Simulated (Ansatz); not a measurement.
**Ga₂SbP₃: density, localisation and related maps**

The calculation's input:

```
crystal:
  lattice:
    - [-1.9177118192, 6.9107900162, 2.4602910569]
    - [1.9177118192, -6.9107900162, 2.4602910569]
    - [1.9177118192, 6.9107900162, -2.4602910569]
  atoms:
    - { symbol: Ga, position: [0.410837457, 0.2435082643, 0.1673291928] }
    - { symbol: Ga, position: [0.0761790715, 0.2435082643, 0.8326708072] }
    - { symbol: Sb, position: [0.6922657345, 0.1922657345, 0.5] }
    - { symbol: P, position: [0.3333084577, 0.0167113801, 0.3165970777] }
    - { symbol: P, position: [0.7001143024, 0.0167113801, 0.6834029223] }
    - { symbol: P, position: [0.0462929669, 0.0462929669, 0.0] }
kpoints:
  mp_grid: { grid: [10, 10, 10] }
  band_path:
    path:
      - [0.0, 0.0, 0.0]
      - [0.5, -0.5, 0.5]
      - [0.2692509118, -0.2692509118, 0.7307490882]
      - [-0.2692509118, 0.2692509118, 0.2692509118]
      - [0.281685283, 0.281685283, -0.281685283]
      - [0.718314717, -0.281685283, 0.281685283]
      - [0.0, 0.5, 0.0]
      - [0.25, 0.25, 0.25]
      - [0.5, 0.0, 0.0]
    npoints: 1
hamiltonian:
  xc: r2scan
  dispersion: rvv10
scf:
  occupations: { method: fermi_dirac, width: 0.03 }
  n_extra_bands: 5
output:
  forces: true
  stress: true
  eigenvalues: true
  write_density: true
  write_potential: true
  elf: true
  volumetric_format: npy
```

Run with:

```sh
ansatz run input.yaml --threads 2 --pin off --max-ram 29491MiB --backend cpu --events-out ev --progress --plain --runs-dir out
```

Below, planes, directions and counts refer to the conventional cell (a = 3.84 Å, b = 13.82 Å, c = 4.92 Å, α = 90.00°, β = 90.00°, γ = 90.00°).

Space group Imm2; a structure from a database of computed crystals, not necessarily the ambient phase; started from the Cu2GeS3-44 prototype, which need not be the ambient phase.

Computed with DFT, r2SCAN+rVV10, plane waves, PAW (Ansatz).

The density is the valence pseudo-density of a PAW calculation; it isn't the true density close to the nuclei.

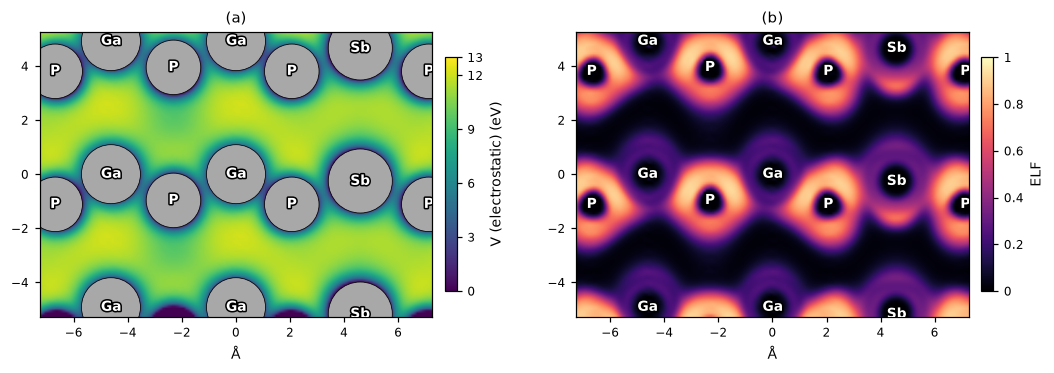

Figure 1. (a) electrostatic potential (local pseudopotential plus Hartree) felt by an electron; (b) ELF on the (100) plane of the conventional cell. Grey discs cover the atomic cores in the potential map.

Question: What does the map show?

Answer:
- The plane passes through Ga, Sb and P nuclei.
- Ga–P (2.35 Å): the ELF peaks at about 0.90 in the valence shell of P, 0.8 Å from its nucleus, and is about 0.75 at the midpoint.
- Ga–P (2.51 Å): the ELF peaks at about 0.90 in the valence shell of P, 0.9 Å from its nucleus, and is about 0.75 at the midpoint.
- Sb–P (2.68 Å): the ELF peaks at about 0.85 in the valence shell of P, 0.8 Å from its nucleus, and is about 0.60 at the midpoint.
- Outside the cores the potential energy rises away from the atoms and is highest about 2.3 Å from the nearest atoms; its zero is arbitrary.

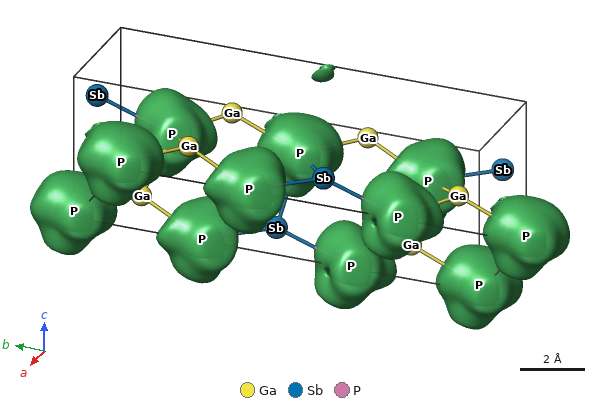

Figure 2. Isosurface of the electron localisation function at 0.65 (green), seen at an oblique angle. Core shells and regions of very low density are left out. Sticks mark near contacts.

Question: Where are the electrons localised?

Answer: The surface consists of six regions on P in which the atom's valence shell and bonds are merged and two lobes on Sb, pointing away from the bonds (lone pairs), counted in one cell of 12 atoms. Any copies at cell faces, edges or corners count once. Along the contacts the grid gives the following. Sb–P (2.59 Å): the ELF peaks at about 0.90 in the valence shell of P, 0.9 Å from its nucleus, and is about 0.75 at the midpoint.
